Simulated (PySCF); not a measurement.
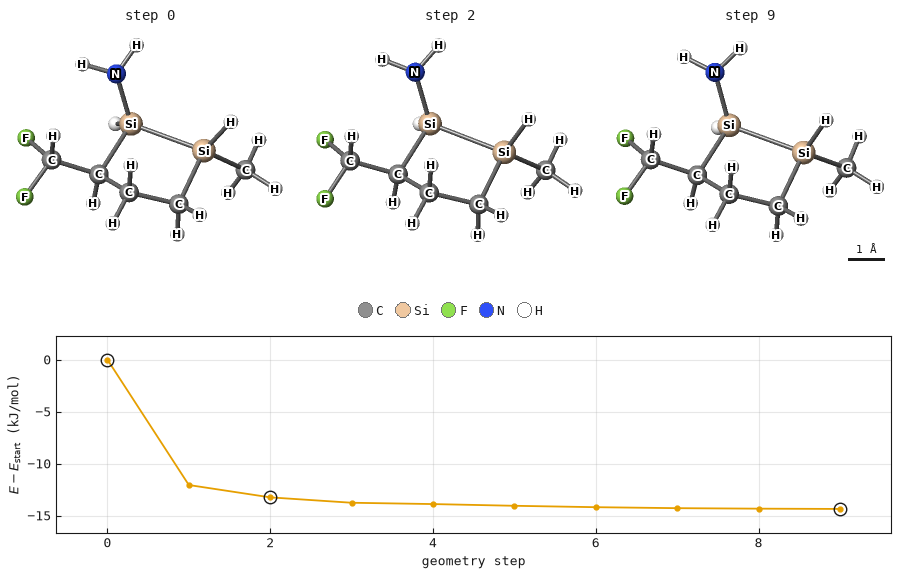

Frames of a relaxation of C₅H₁₃F₂NSi₂, marked on the history of the run. The picture is a ball-and-stick view, seen at a tilt.

The start comes from GFN2-xTB.

All numbers below come from PBE0-D3(BJ)/def2-SVP geometry optimisation, gas phase in PySCF. 

What happens along the run?

Answer. An H atom moves most after the best rigid fit: 0.43 Å. Largest moves by element: H 0.43 Å, F 0.13 Å, N 0.12 Å, C 0.08 Å, Si 0.07 Å. Some distances before and after: Si–Si 2.314 → 2.344 Å, H–Si 1.475 → 1.500 Å, C–Si 1.901 → 1.881 Å, C–H 1.092 → 1.105 Å. Bond angles that change, for instance: Si–Si–H 117.9° → 111.1°, Si–Si–H 122.7° → 116.1°, C–Si–N 105.7° → 109.0°. Over 9 geometry steps the energy falls by 14.4 kJ/mol. From step 0 to 2: an H atom moves most (0.22 Å), energy −13.2 kJ/mol. From step 2 to 9: an H atom moves most (0.22 Å), energy −1.11 kJ/mol.
